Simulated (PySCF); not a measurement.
SMILES [SiH3][SiH2][SiH2]c1cccs1 at its GFN2-xTB optimised geometry (Å):

```
18

Si     1.5662     0.0212     0.2617
Si     0.6094    -2.0748     0.0000
Si    -1.7157    -2.0748     0.0000
C     -2.2839    -0.2862     0.0000
C     -2.7368     0.4780    -1.0335
C     -2.9857     1.8233    -0.6859
C     -2.7114     2.0776     0.6183
S     -2.1499     0.6762     1.4392
H      0.8868     1.0095    -0.5827
H      2.9857     0.0799    -0.0951
H      1.4613     0.4992     1.6419
H      1.0834    -2.7060    -1.2442
H      1.0875    -2.9999     1.0414
H     -2.3564    -2.6741    -1.1783
H     -2.3305    -2.7085     1.1734
H     -2.8925     0.0807    -2.0212
H     -3.3513     2.5643    -1.3748
H     -2.8075     2.9999     1.1563
```

Method: B3LYP/def2-SVP in PySCF. Cells within 0.4 Å of a nucleus heavier than hydrogen are left out (blank, or x).

Map of the electron localisation function on the plane z = 0.8 Å:

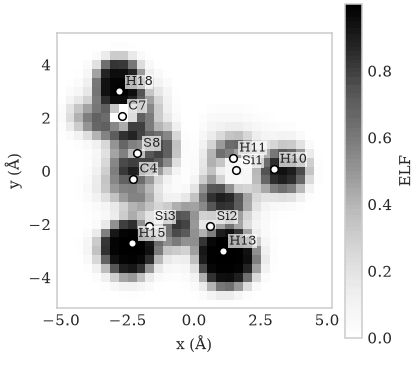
*Electron localisation function on the plane z = 0.8 Å.*
